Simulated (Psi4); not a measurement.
# UCC3/def2-TZVPPD run of NH2 (SMILES [NH2])

Aim: the vertical doublet–quartet gap of NH2 at UCC3/def2-TZVPPD, from 2 runs. 

The calculation is run with Psi4 1.11.

### Step 1. The structure to begin with

NH2 has 3 atoms, charge 0, and is taken as a doublet. SMILES: `[NH2]`. Geometry: relaxed at PBE0-D4/def2-TZVP.

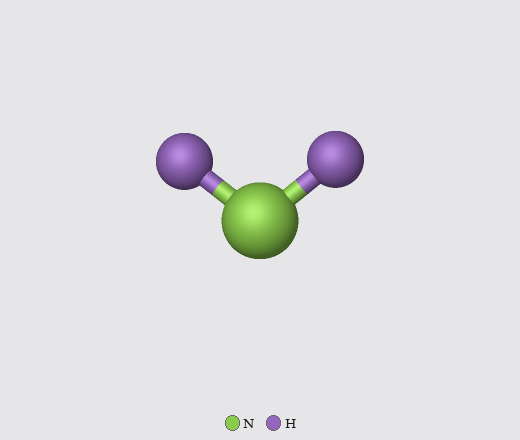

The structure, seen from a chosen angle (nitrogen green, hydrogen purple).

### Step 2. A single-point energy at UCC3/def2-TZVPPD

The input, h2n_ase.py:

```python
import numpy as np
from ase.calculators.psi4 import Psi4
from ase import Atoms

mol = Atoms(['N', 'H', 'H'], positions=[
    [0.337090, -0.200010, 0.166180],
    [0.130750, 0.805920, 0.159430],
    [-0.467840, -0.605900, -0.325600],
])
calc = Psi4(atoms=mol, method='cc3', basis='def2-TZVPPD', memory='2200MB', num_threads=1, charge=0, multiplicity=2, label='h2n', reference='uhf')
calc.psi4.set_options({'puream': True, 'e_convergence': 1e-09, 'd_convergence': 1e-08, 'scf_type': 'pk', 'num_frozen_docc': 1, 'maxiter': 100})
mol.calc = calc

print(f'energy: {mol.get_potential_energy():.6f} eV')
```

On the command line:

```
$ python h2n_ase.py
```

h2n.dat:

```text
[...]
  Running in c1 symmetry.
[...]
  Nuclear repulsion =    7.543471872528530
[...]
  Multiplicity = 2
[...]
  Nalpha       = 5
  Nbeta        = 4
[...]
    Number of basis functions: 71
[...]
   @UHF iter   1:   -55.55233411897234   -7.07889e-01   3.70211e-03 ADIIS/DIIS
[...]
   @UHF iter  12:   -55.58940236176556   -1.65556e-12   3.12248e-09 DIIS
[...]
   @S^2 Observed:                7.596503499E-01
[...]
    Orbital Energies [Eh]
    ---------------------
    Alpha Occupied:
       1A    -15.596370     2A     -1.164206     3A     -0.645745
       4A     -0.515921     5A     -0.507551
    Alpha Virtual:
       6A      0.084000     7A      0.163157     8A      0.195742
       9A      0.202854    10A      0.237551    11A      0.255675
      12A      0.258302    13A      0.323439    14A      0.391076
      15A      0.399585    16A      0.410466    17A      0.459230
      18A      0.539762    19A      0.548338    20A      0.694890
      21A      0.708135    22A      0.743263    23A      0.768432
      24A      0.847848    25A      0.927993    26A      1.058288
[...]
  @UHF Final Energy:   -55.58940236176556
   => Energetics <=
    Nuclear Repulsion Energy =              7.5434718725285297
    One-Electron Energy =                 -90.1438932949438509
    Two-Electron Energy =                  27.0110190606497582
    Total Energy =                        -55.5894023617655648
  UHF NO Occupations:
  HONO-2 :    3  A 1.9990073
  HONO-1 :    4  A 1.9968744
[...]
 Multipole Moments:
 ------------------------------------------------------------------------------------
     Multipole            Electronic (a.u.)      Nuclear  (a.u.)        Total (a.u.)
 ------------------------------------------------------------------------------------
 L = 1.  Multiply by 2.5417464519 to convert [e a0] to [Debye]
 Dipole X            :          0.2417601           -0.8289275           -0.5871675
 Dipole Y            :         -0.1434518            0.4918466            0.3483948
 Dipole Z            :          0.1191812           -0.4086399           -0.2894587
 Magnitude           :                                                    0.7415732
[...]
      * MP2 total energy                      =  -55.774757046780636
[...]
```

The script printed:

```text
energy: -1518.349372 eV
```

It took 5.6 min on 1 thread of Intel Xeon at 2.50GHz (Skylake/Cascade Lake), shared host; peak memory 0.52 GiB.

### Step 3. The quartet

The input, h2n.xyz:

```xyz
3
H2N
N      0.337090    -0.200010     0.166180
H      0.130750     0.805920     0.159430
H     -0.467840    -0.605900    -0.325600
```

The input, calc.py:

```python
import psi4

psi4.set_memory(2200000000)
psi4.set_num_threads(1)
psi4.core.set_output_file('output.dat', False)

with open('h2n.xyz') as f:
    atoms = ''.join(f.readlines()[2:])
mol = psi4.geometry('0 4\n' + atoms + 'symmetry c1')

options = {'reference': 'uhf', 'puream': True, 'e_convergence': 1e-09, 'd_convergence': 1e-08, 'scf_type': 'pk', 'num_frozen_docc': 1, 'maxiter': 100}
psi4.set_options(options)

energy_value = psi4.energy("cc3/def2-TZVPPD")
print(f'cc3/def2-TZVPPD energy: {energy_value:.10f} Eh')
```

On the command line:

```
$ python calc.py
```

output.dat:

```text
[...]
  Running in c1 symmetry.
[...]
  Nuclear repulsion =    7.543471872528530
[...]
  Multiplicity = 4
[...]
  Nalpha       = 6
  Nbeta        = 3
[...]
    Number of basis functions: 71
[...]
   @UHF iter   1:   -55.31625507865078   -4.71809e-01   3.28141e-03 DIIS/ADIIS
[...]
   @UHF iter  12:   -55.35391678061406   -3.16902e-12   5.57786e-09 DIIS
[...]
   @S^2 Observed:                3.759823866E+00
[...]
    Orbital Energies [Eh]
    ---------------------
    Alpha Occupied:
       1A    -15.816882     2A     -1.385428     3A     -0.817990
       4A     -0.807703     5A     -0.725803     6A     -0.152823
    Alpha Virtual:
       7A      0.097596     8A      0.115852     9A      0.150220
      10A      0.199035    11A      0.202568    12A      0.232156
      13A      0.275847    14A      0.316334    15A      0.328549
      16A      0.341956    17A      0.397328    18A      0.477231
      19A      0.479575    20A      0.585019    21A      0.605845
      22A      0.649973    23A      0.691094    24A      0.750721
      25A      0.849385    26A      0.981630    27A      1.037083
[...]
  @UHF Final Energy:   -55.35391678061406
   => Energetics <=
    Nuclear Repulsion Energy =              7.5434718725285297
    One-Electron Energy =                 -88.4796386220041313
    Two-Electron Energy =                  25.5822499688615466
    Total Energy =                        -55.3539167806140568
  UHF NO Occupations:
  HONO-2 :    4  A 1.0000000
  HONO-1 :    5  A 1.0000000
[...]
 Multipole Moments:
 ------------------------------------------------------------------------------------
     Multipole            Electronic (a.u.)      Nuclear  (a.u.)        Total (a.u.)
 ------------------------------------------------------------------------------------
 L = 1.  Multiply by 2.5417464519 to convert [e a0] to [Debye]
 Dipole X            :          1.5230597           -0.9230241            0.6000355
 Dipole Y            :         -0.8151862            0.4940110           -0.3211752
 Dipole Z            :          0.0000000            0.0000000            0.0000000
 Magnitude           :                                                    0.6805851
[...]
      * MP2 total energy                      =  -55.499460083533336
[...]
```

The script printed:

```text
cc3/def2-TZVPPD energy: -55.5243016970 Eh
```

It took 6.4 min on 1 thread of Intel Xeon at 2.50GHz (Skylake/Cascade Lake), shared host; peak memory 0.53 GiB.

### Step 4. Summary of results

At UCC3/def2-TZVPPD, 1 core orbital frozen:

| quantity | value |
| --- | --- |
| doublet: ground-state or mean-field energy | -55.79831 Eh |
| doublet: HOMO energy (Hartree–Fock orbitals) (highest over α and β) | -12.60 eV |
| doublet: LUMO energy (Hartree–Fock orbitals) (lowest over α and β) | 2.29 eV |
| doublet: correlation energy (1 core orbital frozen) | -208.9 mEh |
| doublet: ⟨S²⟩ of the reference determinant | 0.760 |
| doublet: T1 diagnostic | 0.014 |
| quartet: ground-state or mean-field energy | -55.52430 Eh |
| quartet: HOMO energy (Hartree–Fock orbitals) (highest over α and β) | -4.16 eV |
| quartet: LUMO energy (Hartree–Fock orbitals) (lowest over α and β) | -2.08 eV |
| quartet: correlation energy (1 core orbital frozen) | -170.4 mEh |
| quartet: ⟨S²⟩ of the reference determinant | 3.760 |
| quartet: T1 diagnostic | 0.025 |
| vertical energy of the quartet above the doublet | 7.456 eV |

**Reading.** At this shape the quartet lies 7.46 eV (719 kJ/mol) above the doublet.
